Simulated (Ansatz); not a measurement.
**U-r2SCAN/STO-3G run of AlHSCl (SMILES [SH][Al][Cl])**

What is the electronic atomisation energy of AlHSCl at U-r2SCAN/STO-3G? 

The calculation is run with Ansatz 0.2.0.

73 further runs of the same task are left out: 8 that didn't finish, 65 set aside as unsound or not needed.

## 1. The system as given

AlHSCl has 4 atoms, charge 0, and is taken as a doublet. SMILES: `[SH][Al][Cl]`. The coordinates come from a PBE0-D4/def2-TZVP relaxation.

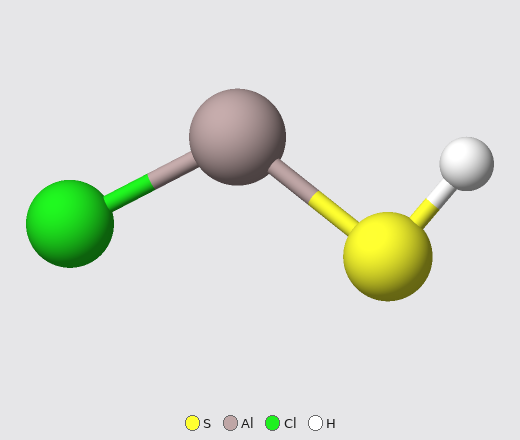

Viewed from a chosen angle; sulfur yellow, aluminium light grey, chlorine green, hydrogen white.

## 2. The energy at U-r2SCAN/STO-3G

Contents of run.yaml:

```yaml
crystal:
  periodic: [false, false, false]
  atoms:
    - symbol: S
      position_ang: [0.439800, 0.984900, -0.744700]
    - symbol: Al
      position_ang: [-0.394100, -0.525900, 0.609100]
    - symbol: Cl
      position_ang: [0.226200, -2.507400, 0.251000]
    - symbol: H
      position_ang: [-0.216400, 1.988100, -0.135600]
basis:
  gaussian: {orbitals: STO-3G}
magnetization: {spin_polarized: true, initial_magnetization: 1}
hamiltonian: {xc: {name: r2SCAN}}
accuracy: high
```

The run is started by

```
$ ansatz run run.yaml --threads 1 --pin off --max-ram 2610MiB --events-out events.jsonl --progress --plain --runs-dir runs
```

Standard output:

```text
Warning: RAYON_NUM_THREADS=1 ignored (pool sized by the plan → 1); use --threads N
Functional definition: r2SCAN
  name "r2SCAN"
  parameter k0 = 0.174
  parameter k1 = 0.065
  parameter a1 = 4.9479
  exchange = r2scan_x(k0 = k0, k1 = k1, a1 = a1)
  correlation = r2scan_c
501 factors; integrals over basis functions are off by at most 4.8e-9 eV
mean field evaluation 1: about -29633.5382 eV, gradient 1.4e1 eV
mean field evaluation 2: about -29629.7776 eV, gradient 2.7e1 eV
mean field evaluation 4: about -29635.4942 eV, gradient 1.1e0 eV
mean field evaluation 8: about -29635.4874 eV, gradient 9.1e-3 eV
mean field evaluation 16: about -29635.4874 eV, gradient 9.5e-7 eV
mean field -29635.48735386 eV, -1089.0840725996 hartree, gradient 9.9e-8 eV, S^2 0.753747; 0 other end points of the search recorded, 0 dependent functions left out
reference -29635.48735458 eV, -1089.0840726259 hartree; 24, 23 occupied and 4, 5 virtual orbitals, 501 factors
Total energy: -29635.48735458 eV, -1089.0840726259 hartree
```

It took 6.9 s on 1 thread of Arm Neoverse V1, shared host; peak memory 0.27 GiB.

## 3. The Al atom, same level

Contents of job.yaml:

```yaml
crystal:
  periodic: [false, false, false]
  atoms:
    - {symbol: Al, position_ang: [0.000000, 0.000000, 0.000000]}
basis:
  gaussian: {orbitals: STO-3G}
magnetization: {spin_polarized: true, initial_magnetization: 1}
hamiltonian: {xc: r2scan}
accuracy: high
```

Run the same way, it converges to -239.28216 Eh (log not shown).

## 4. The Cl atom, same level

Contents of run.yaml:

```yaml
crystal:
  periodic: [false, false, false]
  atoms:
    - {symbol: Cl, position_ang: [0.000000, 0.000000, 0.000000]}
basis:
  gaussian:
    orbitals: STO-3G
magnetization:
  spin_polarized: true
  initial_magnetization: 1
hamiltonian:
  xc: r2scan
accuracy: high
```

Run the same way, it converges to -455.11379 Eh (log not shown).

## 5. The H atom at the same level

Contents of run.yaml:

```yaml
crystal:
  periodic: [false, false, false]
  atoms:
    - symbol: H
      position_ang: [0.000000, 0.000000, 0.000000]
basis:
  gaussian:
    orbitals: STO-3G
magnetization:
  spin_polarized: true
  initial_magnetization: 1
hamiltonian:
  xc: {name: r2SCAN}
accuracy: high
```

The run is started by

```
$ ansatz run run.yaml --threads 1 --pin off --max-ram 2610MiB --events-out events.jsonl --progress --plain --runs-dir runs
```

Standard output, shortened:

```text
Warning: RAYON_NUM_THREADS=1 ignored (pool sized by the plan → 1); use --threads N
[... 7 set-up lines as earlier in the session ...]
1 factors; integrals over basis functions are off by at most 4.6e-10 eV
mean field evaluation 1: about -12.6930 eV, gradient 0.0e0 eV
mean field evaluation 2: about -12.6930 eV, gradient 0.0e0 eV
mean field -12.69300701 eV, -0.4664594041 hartree, gradient 0.0e0 eV, S^2 0.750000; 0 other end points of the search recorded, 0 dependent functions left out
reference -12.69300747 eV, -0.4664594207 hartree; 1, 0 occupied and 0, 1 virtual orbitals, 1 factors
Total energy: -12.69300747 eV, -0.4664594207 hartree
```

Wall time 0.34 s (1 thread of Arm Neoverse V1, shared host).

## 6. The S atom, same level

Contents of molecule.yaml:

```yaml
crystal:
  periodic: [false, false, false]
  atoms:
    - {symbol: S, position_ang: [0.000000, 0.000000, 0.000000]}
basis:
  gaussian:
    orbitals: STO-3G
magnetization:
  spin_polarized: true
  initial_magnetization: 2
hamiltonian:
  xc: r2scan
accuracy: high
```

Run the same way, it converges to -393.65620 Eh (log not shown).

## 7. Outcome

At U-r2SCAN/STO-3G:

| quantity | value |
| --- | --- |
| molecule: total energy | -1089.08407 Eh |
| molecule: ⟨S²⟩ | 0.754 |
| Al atom: total energy | -239.28216 Eh |
| Al atom: ⟨S²⟩ | 0.750 |
| Cl atom: total energy | -455.11379 Eh |
| Cl atom: ⟨S²⟩ | 0.750 |
| H atom: total energy | -0.46646 Eh |
| H atom: ⟨S²⟩ | 0.750 |
| S atom: total energy | -393.65620 Eh |
| S atom: ⟨S²⟩ | 2.000 |
| electronic atomisation energy | 15.387 eV |

What this shows: Taking the molecule apart into free atoms costs 15.39 eV (355 kcal/mol), before zero-point energy and without spin-orbit coupling. In a minimal basis such a difference can be off by several eV, whatever the method.
